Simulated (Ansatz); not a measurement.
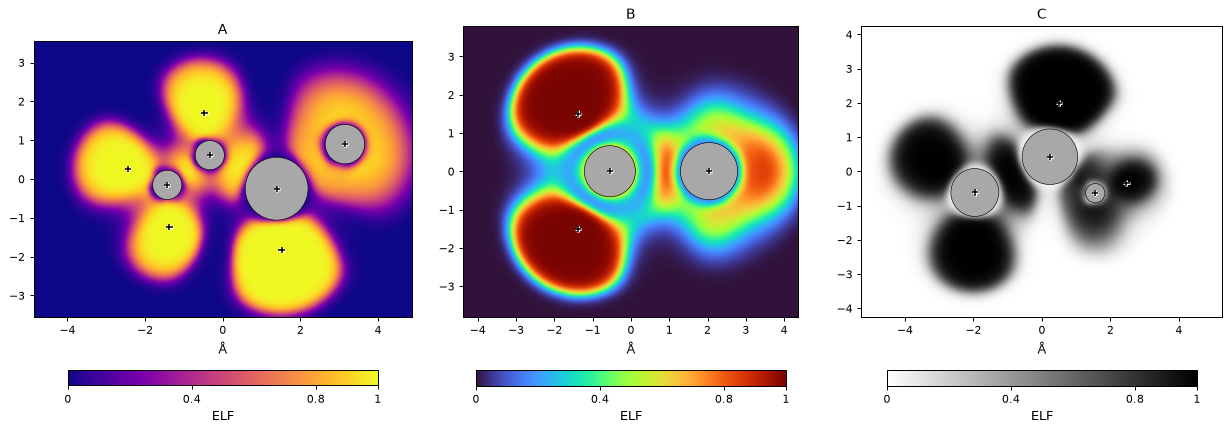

The electron localisation function of 3 systems, each on a plane through atoms (crosses mark nuclei in the plane; grey discs cover the cores).

Level of theory: RKS PBE0-D4/def2-TZVPP (Ansatz).

System 1: AlH$_{6}$OPSi, the plane of atoms O1, Al2 and H6. Geometry: PBE0-D4/def2-TZVP.

```
atom    x (Å)    y (Å)    z (Å)
   O  -2.0737   0.9247  -1.1062
  Al  -0.6712   1.2698  -0.2125
  Si   1.1703  -0.3002  -0.4908
   P   1.0494  -1.9417   1.0815
   H  -2.8847   1.4252  -1.0279
   H  -0.6827   2.4818   0.8170
   H   1.1879  -0.9953  -1.8084
   H   2.5087   0.3302  -0.2992
   H  -0.3356  -2.1946   0.8841
   H   0.8148  -1.0511   2.1654
```

System 2: C$_{2}$H$_{4}$AlCl, the molecular plane. Geometry: PBE0-D4/def2-TZVP.

```xyz
8

Cl   -3.0781   -0.8918   -0.6250
C     0.0376    0.6446   -0.2554
C     1.3059    0.5970    0.1610
Al   -1.0743   -0.9060    0.0058
H    -0.3049    1.5654   -0.7246
H     1.9963    1.4312    0.0500
H     1.7216   -0.2883    0.6394
H    -0.5119   -2.2095    0.6931
```

System 3: AsH$_{4}$In (SMILES [AsH2][InH2]), the plane of atoms As1, In2 and H5. Geometry: PBE0-D4/def2-TZVP; core potentials replace the inner electrons of In.

```xyz
6

As    0.5196   -1.4675    0.3380
In    0.1738    1.0694   -0.0576
H    -0.8098   -1.5858    1.0703
H    -0.0990   -1.8145   -1.0090
H     0.5821    1.7428   -1.5933
H    -0.3667    2.0557    1.2515
```

Which map belongs to which system?

Answer. Panel A is system 2, C$_{2}$H$_{4}$AlCl: the plane holds Cl, C, Al and H. C–C (1.34 Å): the ELF peaks at about 0.95 between the atoms (a short, multiple covalent bond). Panel B is system 3, AsH$_{4}$In: the plane holds As, In and H. In–As (2.59 Å): the ELF peaks at about 0.80 in the valence shell of As, 1.1 Å from its nucleus, and drops to about 0.20 between the two atoms. Panel C is system 1, AlH$_{6}$OPSi: the plane holds O, Al, Si and H. Al–O (1.70 Å): the ELF peaks at about 0.90 in the valence shell of O, 0.6 Å from its nucleus, and is about 0.45 at the midpoint.
